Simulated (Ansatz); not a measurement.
# BH2(CCH) (C₂H₃B): a spread of methods and bases

How do the results and run time of BH2(CCH) (C₂H₃B) respond when the settings are drawn wide?

Program: Ansatz 0.2.0, Gaussian basis. Level of theory: the settings change from run to run. These are calculated values, not measurements.

## 1. The geometry

An earlier PBE0-D4 in a triple-zeta def2 set relaxation fixed the geometry.

6 atoms, charge 0, spin multiplicity 1.

Atoms are counted from 1 here; the program's logs count them from 0.

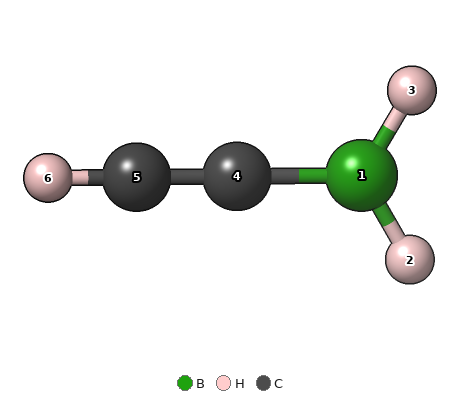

The structure; boron green, hydrogen pink, carbon dark grey; atoms are numbered from 1 in the order of the file.

## 2. B97/def2-SVP

Contents of in.yaml:

```yaml
crystal:
  periodic: [false, false, false]
  atoms:
    - {symbol: B, position_ang: [0.567418, 0.980661, 0.005112]}
    - {symbol: H, position_ang: [1.756942, 0.978431, 0.102251]}
    - {symbol: H, position_ang: [-0.026673, 2.011663, -0.087076]}
    - {symbol: C, position_ang: [-0.184160, -0.318011, -0.001395]}
    - {symbol: C, position_ang: [-0.789886, -1.365047, -0.006941]}
    - {symbol: H, position_ang: [-1.323651, -2.287687, -0.011960]}
basis:
  gaussian: {orbitals: def2-SVP}
hamiltonian: {xc: {name: B97}}
scf: {omitted_lower_state_checks: [starts]}
output: {forces: true}
```

The run is started by

```console
$ ansatz run in.yaml --threads 4 --pin off --events-out ev --progress --plain --max-ram 3916MiB
```

Standard output, shortened:

```text
Functional definition: B97
  name "B97"
  cite "Becke, J. Chem. Phys. 107, 8554 (1997) doi:10.1063/1.475007"
[...]
      + integral(e_c_pw_opposite_spin*poly(b97_u_opposite, cos0, cos1, cos2))
[...]
591 factors; integrals over basis functions are off by at most 1.3e-3 eV
[...]
mean field -2793.70235805 eV, -102.6666680187 hartree, gradient 2.6e-5 eV, S^2 0.000000; 0 other end points of the search recorded, 0 dependent functions left out
[...]
reference -2793.70237668 eV, -102.6666687034 hartree; 10, 10 occupied and 47, 47 virtual orbitals, 591 factors
Total energy: -2793.70237668 eV, -102.6666687034 hartree
Atom 0 at     0.567418     0.980661     0.005112 Å, force     0.027267     0.047403    -0.000116 eV/Å
Atom 1 at     1.756942     0.978431     0.102251 Å, force     0.324207     0.024679     0.025641 eV/Å
Atom 2 at    -0.026673     2.011663    -0.087076 Å, force    -0.140049     0.293595    -0.023638 eV/Å
Atom 3 at    -0.184160    -0.318011    -0.001395 Å, force     0.605133     1.045396     0.005545 eV/Å
Atom 4 at    -0.789886    -1.365047    -0.006941 Å, force    -0.605547    -1.046460    -0.005738 eV/Å
Atom 5 at    -1.323651    -2.287687    -0.011960 Å, force    -0.211011    -0.364614    -0.001694 eV/Å
Dipole moment:    -0.109391    -0.189098    -0.001006 e Å
Checks for a lower state left out: starts
```

It took 0.6 s on 4 threads of Arm Neoverse V2, shared host.

Largest force 1.209 eV/Å, dipole 1.05 D.

## 3. wB97M-V/cc-pVDZ

Options: density fitting with def2-universal-jkfit.

in.yaml: that of step 2 with these lines changed.

```diff
@@ -10,5 +10,4 @@
 basis:
-  gaussian: {orbitals: def2-SVP}
-hamiltonian: {xc: {name: B97}}
+  gaussian: {orbitals: cc-pVDZ, fitting: {mean_field: def2-universal-jkfit}}
+hamiltonian: {xc: {name: wB97M-V}}
 scf: {omitted_lower_state_checks: [starts]}
-output: {forces: true}
```

The command is unchanged.

Standard output, shortened:

```text
Functional definition: wB97M-V
  name "wB97M-V"
  cite "Mardirossian & Head-Gordon, J. Chem. Phys. 144, 214110 (2016) doi:10.1063/1.4952647"
  cite "Becke, J. Chem. Phys. 107, 8554 (1997) doi:10.1063/1.475007"
  cite "Vydrov & Van Voorhis, J. Chem. Phys. 133, 244103 (2010) doi:10.1063/1.3521275"
  # Of w^i u^j: cxij and so on, Table III.
[...]
  gx(w, u) = 1 - cx + cx01*u + cx10*w
  gss(w, u) = css00 + css04*u^4 + css10*w + css20*w^2 + css43*w^4*u^3
  gos(w, u) = cos00 + cos10*w + (cos20 + cos21*u)*w^2 + (cos60 + cos61*u)*w^6
[...]
      + integral(e_c_pw_mod_opposite_spin*gos(b97_w_opposite, b97_u_opposite)) + vv10(b, c)
[...]
279 factors; integrals over basis functions are off by at most 2.7e-1 eV
279 factors; integrals over basis functions are off by at most 1.3e-6 eV
[...]
mean field -2795.27651638 eV, -102.7245172706 hartree, gradient 1.9e-5 eV, S^2 0.000000; 0 other end points of the search recorded, 0 dependent functions left out
reference -2795.27655089 eV, -102.7245185388 hartree; 10, 10 occupied and 47, 47 virtual orbitals, 279 factors
Total energy: -2795.27655089 eV, -102.7245185388 hartree
Checks for a lower state left out: starts
```

Run time: 0.8 s. Hardware: 4 threads of Arm Neoverse V2, shared host.

## 4. revPBE0/aug-cc-pVDZ

Set apart from the defaults: D3(BJ) with three-body dispersion, the search for lower states set to off.

in.yaml: that of step 3 with these lines changed.

```diff
@@ -10,4 +10,5 @@
 basis:
-  gaussian: {orbitals: cc-pVDZ, fitting: {mean_field: def2-universal-jkfit}}
-hamiltonian: {xc: {name: wB97M-V}}
-scf: {omitted_lower_state_checks: [starts]}
+  gaussian: {orbitals: aug-cc-pVDZ}
+hamiltonian: {xc: {name: revPBE0}, dispersion: d3bjatm}
+scf: {lower_state_search: off}
+output: {forces: true}
```

The command is unchanged.

Standard output, shortened:

```text
Functional definition: revPBE0
  name "revPBE0"
  cite "Zhang & Yang, Phys. Rev. Lett. 80, 890 (1998) doi:10.1103/PhysRevLett.80.890"
  cite "Adamo & Barone, J. Chem. Phys. 110, 6158 (1999) doi:10.1063/1.478522"
  cite "Perdew, Burke & Ernzerhof, Phys. Rev. Lett. 77, 3865 (1996) doi:10.1103/PhysRevLett.77.3865"
[...]
843 factors; their error is unknown
[...]
mean field -2795.68431659 eV, -102.7395036519 hartree, gradient 9.0e-6 eV, S^2 0.000000; 0 other end points of the search recorded, 0 dependent functions left out
[...]
reference -2795.68437507 eV, -102.7395058010 hartree; 10, 10 occupied and 86, 86 virtual orbitals, 843 factors
Total energy: -2795.85576057 eV, -102.7458041017 hartree
Atom 0 at     0.567418     0.980661     0.005112 Å, force     0.054950     0.095195     0.000067 eV/Å
Atom 1 at     1.756942     0.978431     0.102251 Å, force     0.218372     0.000401     0.018033 eV/Å
Atom 2 at    -0.026673     2.011663    -0.087076 Å, force    -0.108405     0.189672    -0.016653 eV/Å
Atom 3 at    -0.184160    -0.318011    -0.001395 Å, force     0.525623     0.908047     0.004854 eV/Å
Atom 4 at    -0.789886    -1.365047    -0.006941 Å, force    -0.559049    -0.966173    -0.005325 eV/Å
Atom 5 at    -1.323651    -2.287687    -0.011960 Å, force    -0.131490    -0.227142    -0.000976 eV/Å
Dipole moment:    -0.100177    -0.173184    -0.000935 e Å
Checks for a lower state left out: stability, starts, cluster_reference, orbital_swaps, neighbouring_geometries, increment
```

Wall time 0.4 s (4 threads of Arm Neoverse V2, shared host).

Largest force 1.116 eV/Å, dipole 0.96 D.

## 5. HSE06/def2-SVP

Set apart from the defaults: coordinates scaled by 0.92, density fitting with def2-universal-jkfit, D4 dispersion.

Contents of in.yaml:

```yaml
crystal:
  periodic: [false, false, false]
  atoms:
    - {symbol: B, position_ang: [0.522025, 0.902209, 0.004703]}
    - {symbol: H, position_ang: [1.616386, 0.900156, 0.094071]}
    - {symbol: H, position_ang: [-0.024539, 1.850730, -0.080110]}
    - {symbol: C, position_ang: [-0.169427, -0.292570, -0.001283]}
    - {symbol: C, position_ang: [-0.726695, -1.255843, -0.006386]}
    - {symbol: H, position_ang: [-1.217759, -2.104672, -0.011003]}
basis:
  gaussian: {orbitals: def2-SVP, fitting: {mean_field: def2-universal-jkfit}}
hamiltonian: {xc: {name: HSE06}, dispersion: d4}
scf: {omitted_lower_state_checks: [starts]}
```

Same command.

Standard output, shortened:

```text
Functional definition: HSE06
  name "HSE06"
  cite "Heyd, Scuseria & Ernzerhof, J. Chem. Phys. 118, 8207 (2003) doi:10.1063/1.1564060"
  cite "Krukau, Vydrov, Izmaylov & Scuseria, J. Chem. Phys. 125, 224106 (2006) doi:10.1063/1.2404663"
  cite "Heyd & Scuseria, J. Chem. Phys. 120, 7274 (2004) doi:10.1063/1.1668634"
  cite "Ernzerhof & Perdew, J. Chem. Phys. 109, 3313 (1998) doi:10.1063/1.476928"
  cite "Perdew, Burke & Ernzerhof, Phys. Rev. Lett. 77, 3865 (1996) doi:10.1103/PhysRevLett.77.3865"
  parent pbe
[...]
  # The whole range is PBE's own exchange, as in plane waves. The composition of these papers is wPBEh.
[...]
279 factors; integrals over basis functions are off by at most 2.0e-1 eV
279 factors; integrals over basis functions are off by at most 1.8e-7 eV
[...]
mean field -2788.94678037 eV, -102.4919037627 hartree, gradient 8.2e-5 eV, S^2 0.000000; 0 other end points of the search recorded, 0 dependent functions left out
reference -2788.94680895 eV, -102.4919048129 hartree; 10, 10 occupied and 47, 47 virtual orbitals, 279 factors
Total energy: -2789.00146792 eV, -102.4939134930 hartree
Checks for a lower state left out: starts
```

Run time: 0.3 s. Hardware: 4 threads of Arm Neoverse V2, shared host.

## 6. All runs side by side

| level | charge | multiplicity | geometry | functions | energy (eV) | time |
| --- | --- | --- | --- | --- | --- | --- |
| B97/def2-SVP | 0 | 1 | relaxed | 57 | -2793.702 | 0.6 s |
| wB97M-V/cc-pVDZ | 0 | 1 | relaxed | 57 | -2795.277 | 0.8 s |
| revPBE0/aug-cc-pVDZ | 0 | 1 | relaxed | 96 | -2795.856 | 0.4 s |
| HSE06/def2-SVP | 0 | 1 | scaled | 57 | -2789.001 | 0.3 s |

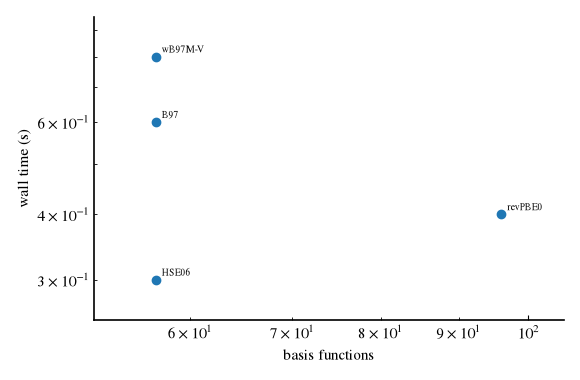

Wall time against the number of basis functions (shared host).

## 7. What came out

```
                                         quantity                   value
                                             runs                       4
                                         quickest   HSE06/def2-SVP, 0.3 s
                                          slowest  wB97M-V/cc-pVDZ, 0.8 s
spread of total energies, same state and geometry                  2.2 eV
                  dipole, same state and geometry          0.96 to 1.05 D
```

**Reading.** wB97M-V/cc-pVDZ took 3 times as long as HSE06/def2-SVP. The jobs differ in tasks and options as well as level. The totals spread over 2 eV; they can't be compared across methods or bases. At the PBE0-D4/def2-TZVP geometry and in the same state, runs without warnings or point charges leave forces up to 1.21 eV/Å (B97/def2-SVP).
